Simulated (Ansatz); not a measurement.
# CCSD/6-31G run of [AlH4]− (SMILES [AlH4-])

Aim: the vertical ionisation energy of [AlH4]− at CCSD/6-31G, from 2 runs. 

The calculation is run with Ansatz 0.2.0.

2 further runs of the same task are left out: 2 set aside as unsound or not needed.

## 1. Starting point

[AlH4]− has 5 atoms, charge -1, and is taken as a singlet. As SMILES, `[AlH4-]`. The shape comes from GFN2-xTB, which is rough for such elements, and wasn't checked as a minimum.

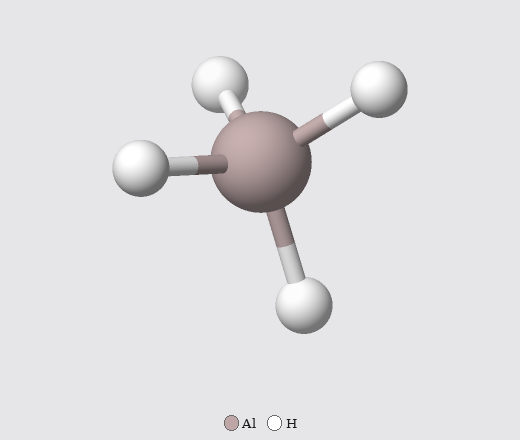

Viewed from a chosen angle; aluminium light grey, hydrogen white.

## 2. A single-point energy at CCSD/6-31G

input.yaml reads:

```yaml
crystal:
  periodic: [false, false, false]
  atoms:
    - symbol: Al
      position_ang: [-0.000020, 0.000060, -0.001080]
    - symbol: H
      position_ang: [1.443510, -0.504270, 0.556410]
    - symbol: H
      position_ang: [-1.182970, -0.604500, 0.939130]
    - symbol: H
      position_ang: [-0.203840, -0.517130, -1.530710]
    - symbol: H
      position_ang: [-0.056670, 1.625850, 0.036250]
basis:
  gaussian:
    orbitals: 6-31G
scf:
  omitted_lower_state_checks: [cluster_reference, increment]
total_charge: -1
correlation:
  method: ccsd
  frozen_orbitals: {Al: 5, H: 0}
accuracy: high
```

On the command line:

```console
$ ansatz run input.yaml --threads 1 --pin off --max-ram 2610MiB --events-out events.jsonl --progress --plain --runs-dir runs
```

Standard output, cut to the lines that bear on the results:

```text
Warning: RAYON_NUM_THREADS=1 ignored (pool sized by the plan → 1); use --threads N
Functional definition: HF
  name "HF"
[...]
483 factors; integrals over basis functions are off by at most 2.7e-9 eV
[...]
mean field -6644.55874472 eV, -244.1830300249 hartree, gradient 2.0e-8 eV, S^2 0.000000; 0 other end points of the search recorded, 0 dependent functions left out
5 core orbitals not correlated: weight in the atoms' cores, before any rotation towards them, 1.000 or more for the frozen orbitals, at most 0.000 for the correlated occupied ones
reference -6644.55874472 eV, -244.1830300249 hartree; 4, 4 occupied and 12, 12 virtual orbitals, 483 factors
second order -1.46258207 eV of doubles, -0.00000000 eV of singles
cycle   1  -1.84803014 eV  change   -3.9e-1 eV  update   5.4e-2
[...]
cycle  17  -2.05027117 eV  change  -3.5e-10 eV  update  4.2e-10
Total energy: -6646.60901589 eV, -244.2583761006 hartree
Checks for a lower state left out: cluster_reference, increment
```

Wall time 0.22 s (1 thread of Arm Neoverse V1, shared host).

## 3. Doublet neutral AlH4, same level

in.yaml reads:

```yaml
basis:
  gaussian:
    orbitals: 6-31G
crystal:
  periodic: [false, false, false]
  atoms:
    - symbol: Al
      position_ang: [-0.000020, 0.000060, -0.001080]
    - symbol: H
      position_ang: [1.443510, -0.504270, 0.556410]
    - symbol: H
      position_ang: [-1.182970, -0.604500, 0.939130]
    - symbol: H
      position_ang: [-0.203840, -0.517130, -1.530710]
    - symbol: H
      position_ang: [-0.056670, 1.625850, 0.036250]
magnetization:
  spin_polarized: true
  initial_magnetization: 1
correlation:
  method: ccsd
  frozen_orbitals: {Al: 5, H: 0}
accuracy: high
scf:
  omitted_lower_state_checks: [cluster_reference, increment]
```

On the command line:

```console
$ ansatz run in.yaml --threads 1 --pin off --max-ram 2610MiB --events-out events.jsonl --progress --plain --runs-dir runs
```

Standard output, cut to the lines that bear on the results:

```text
Warning: RAYON_NUM_THREADS=1 ignored (pool sized by the plan → 1); use --threads N
[... 2 set-up lines as earlier in the session ...]
[...]
483 factors; integrals over basis functions are off by at most 2.7e-9 eV
[...]
mean field -6640.52585709 eV, -244.0348241380 hartree, gradient 3.6e-8 eV, S^2 0.762020; 6 other end points of the search recorded, 0 dependent functions left out
5 core orbitals not correlated: weight in the atoms' cores, before any rotation towards them, 1.000 or more for the frozen orbitals, at most 0.000 for the correlated occupied ones
reference -6640.52585709 eV, -244.0348241380 hartree; 4, 3 occupied and 12, 13 virtual orbitals, 483 factors
second order -1.26098549 eV of doubles, -0.00000000 eV of singles
cycle   1  -1.62255748 eV  change   -3.6e-1 eV  update   6.0e-2
[...]
cycle  35  -1.87568197 eV  change   2.3e-10 eV  update  4.2e-10
Total energy: -6642.40153906 eV, -244.1037541789 hartree
Checks for a lower state left out: cluster_reference, increment
```

It took 0.5 s on 1 thread of Arm Neoverse V1, shared host.

## 4. What came out

Level: CCSD/6-31G, 5 core orbitals frozen.

| quantity | value |
| --- | --- |
| singlet [AlH4]−: total energy | -244.25838 Eh |
| singlet [AlH4]−: correlation energy (5 core orbitals frozen) | -75.3 mEh |
| singlet [AlH4]−: T1 diagnostic | 0.014 |
| doublet neutral AlH4: total energy | -244.10375 Eh |
| doublet neutral AlH4: correlation energy (5 core orbitals frozen) | -68.9 mEh |
| doublet neutral AlH4: ⟨S²⟩ of the reference determinant | 0.762 |
| doublet neutral AlH4: T1 diagnostic | 0.027 |
| vertical detachment energy (to the doublet neutral) | 4.207 eV |

**Reading.** Removing an electron at fixed nuclei costs 4.21 eV (97 kcal/mol).
